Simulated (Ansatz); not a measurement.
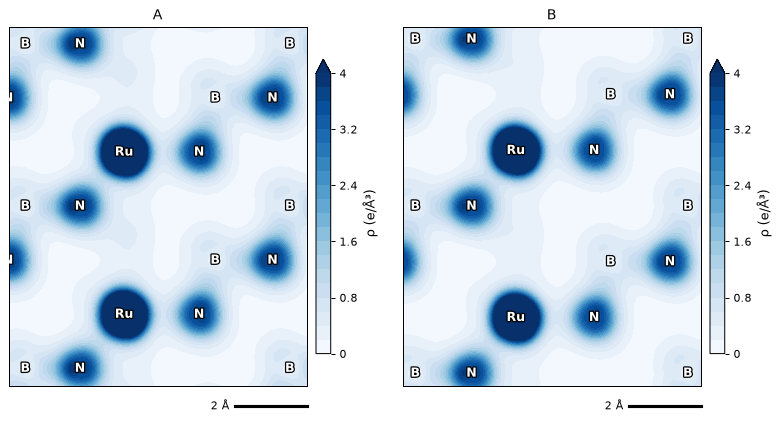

B2RuN3. The valence pseudo-density of two cells that differ in size, on the (110) plane of each (indices in the axes of the calculation cell), at one length scale and on one colour scale; one has 7.3 and the other 8.0 Å³ an atom.

Space group P3m1; a generated structure, not necessarily the stable one; computed without spin polarisation.

Theory: DFT PBE, scalar-relativistic, plane waves, PAW in Ansatz.

In a PAW calculation such maps are meaningful between the atoms, not at the nuclei.

The larger cell:

```
CELL_PARAMETERS angstrom
2.69737 0.00000 0.00000
-1.34868 2.33599 0.00000
0.00000 0.00000 7.62382
ATOMIC_POSITIONS crystal
B 0.66667 0.33333 0.61287
B 0.33333 0.66667 0.32983
Ru 0.00000 0.00000 0.98158
N 0.66667 0.33333 0.81926
N 0.33333 0.66667 0.54731
N 0.00000 0.00000 0.26914
```

The smaller cell: a = 2.619 Å, b = 2.619 Å, c = 7.398 Å, α = 90.00°, β = 90.00°, γ = 120.00°.

Which is the denser cell? Describe the effect of the change.

Answer. Panel A is the smaller cell, by 8 % in volume. From the larger cell to the smaller, B–N goes from 1.57 to 1.53 Å, and the density at its midpoint from 1.4 to 1.5 e/Å³; Ru–N goes from 1.99 to 1.95 Å, and the density at its midpoint from 0.98 to 1.1 e/Å³; the pressure goes from −17 to 11 GPa.
